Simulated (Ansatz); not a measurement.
Ge3H8

```xyz
11

Ge    0.1473    0.1285    0.0281
Ge   -0.0652   -0.0996    2.4391
H    -1.5331   -0.3018    2.8261
H     0.7418   -1.2988    2.9445
H     0.4482    1.1631    3.1372
H     1.6229    0.3526   -0.3281
Ge   -1.1777    1.9647   -0.8566
H    -2.6649    1.7238   -0.5822
H    -0.7713    3.2823   -0.1903
H    -0.9764    2.1007   -2.3685
H    -0.2931   -1.1790   -0.6436
```

All numbers below come from RKS BHLYP/def2-mTZVP (Ansatz).

### What will maps of the electron density and electron localisation function show?

Ge–Ge (2.43 Å): ρ at the midpoint is about 0.58 e/Å³; the ELF peaks at about 0.90 between the atoms: a covalent bond.
Ge–H (1.53 Å): ρ at the midpoint is about 1 e/Å³; the ELF climbs to about 1 towards the hydrogen.

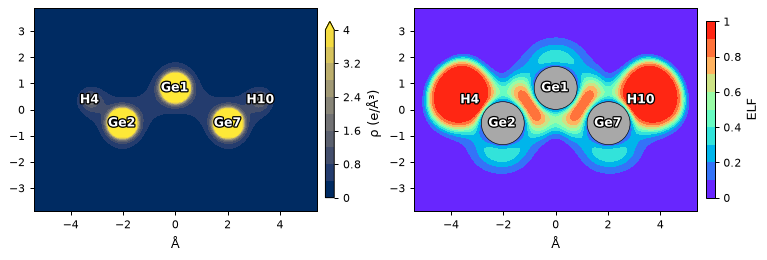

Computed electron density and electron localisation function on the plane of atoms Ge2, Ge1 and Ge7, in this order. Grey discs cover the atomic cores in the ELF map. 
